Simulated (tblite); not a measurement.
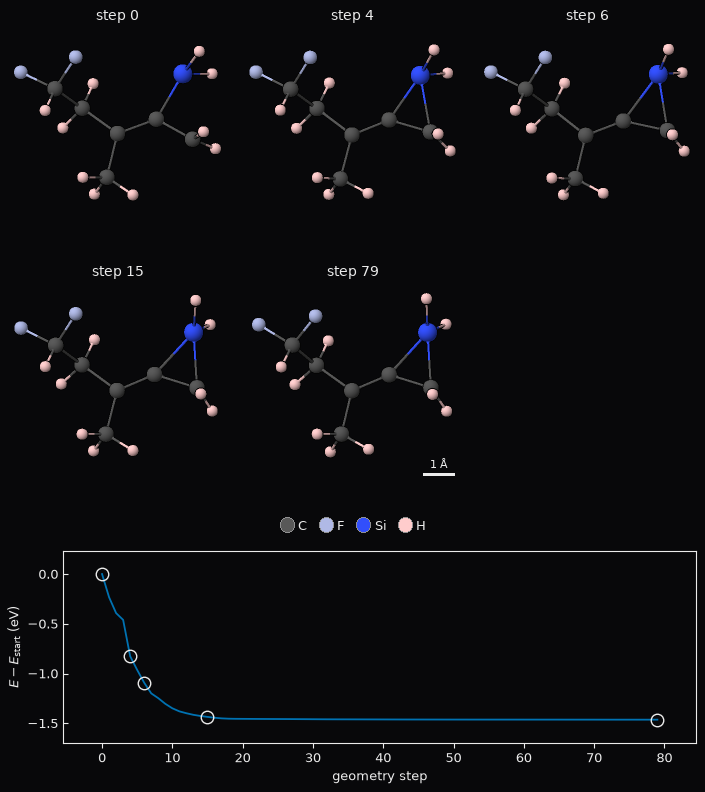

Frames of a relaxation of C₆H₁₀F₂Si, marked on the history of the run. The picture is a ball-and-stick view, seen at a tilt.

Method: GFN2-xTB geometry optimisation, gas phase in tblite 0.8.0. 

### What happens along the run?

After 79 geometry steps the energy has fallen by 1.464 eV. The atom that moves furthest after the best rigid fit is an H atom (0.39 Å). By element the largest moves are H 0.39 Å, Si 0.34 Å, C 0.27 Å, F 0.19 Å. Near-neighbour distances that change, for instance: C–Si 2.270 → 1.903 Å, C–Si 1.723 → 1.853 Å, C–C 1.420 → 1.505 Å, H–Si 1.479 → 1.450 Å. Bond angles that change, for instance: C–C–Si 92.0° → 68.1°, C–C–Si 137.8° → 154.0°, C–C–C 130.2° → 137.8°. Cost: 1 s on 1 thread of Arm Neoverse N1, with other jobs on the host. From step 0 to 4: a C atom moves most (0.26 Å), energy −0.826 eV. From step 4 to 6: the Si atom moves most (0.11 Å), energy −0.267 eV. From step 6 to 15: Si and H atoms move most (0.19 Å), energy −0.343 eV. From step 15 to 79: an F atom moves most (0.18 Å), energy −0.028 eV.

```json
{"step": "0", "E − E(0), eV": "0.0000"}
{"step": "1", "E − E(0), eV": "-0.2329"}
{"step": "2", "E − E(0), eV": "-0.3926"}
{"step": "3", "E − E(0), eV": "-0.4606"}
{"step": "4", "E − E(0), eV": "-0.8262"}
{"step": "5", "E − E(0), eV": "-0.9640"}
{"step": "6", "E − E(0), eV": "-1.0928"}
{"step": "7", "E − E(0), eV": "-1.1997"}
{"step": "8", "E − E(0), eV": "-1.2476"}
{"step": "9", "E − E(0), eV": "-1.3044"}
{"step": "10", "E − E(0), eV": "-1.3493"}
{"step": "14", "E − E(0), eV": "-1.4265"}
{"step": "17", "E − E(0), eV": "-1.4506"}
{"step": "21", "E − E(0), eV": "-1.4560"}
{"step": "25", "E − E(0), eV": "-1.4573"}
{"step": "28", "E − E(0), eV": "-1.4583"}
{"step": "32", "E − E(0), eV": "-1.4600"}
{"step": "35", "E − E(0), eV": "-1.4605"}
{"step": "39", "E − E(0), eV": "-1.4612"}
{"step": "43", "E − E(0), eV": "-1.4619"}
{"step": "46", "E − E(0), eV": "-1.4622"}
{"step": "50", "E − E(0), eV": "-1.4626"}
{"step": "54", "E − E(0), eV": "-1.4627"}
{"step": "57", "E − E(0), eV": "-1.4628"}
{"step": "61", "E − E(0), eV": "-1.4630"}
{"step": "64", "E − E(0), eV": "-1.4631"}
{"step": "68", "E − E(0), eV": "-1.4632"}
{"step": "72", "E − E(0), eV": "-1.4635"}
{"step": "75", "E − E(0), eV": "-1.4636"}
{"step": "79", "E − E(0), eV": "-1.4637"}
```
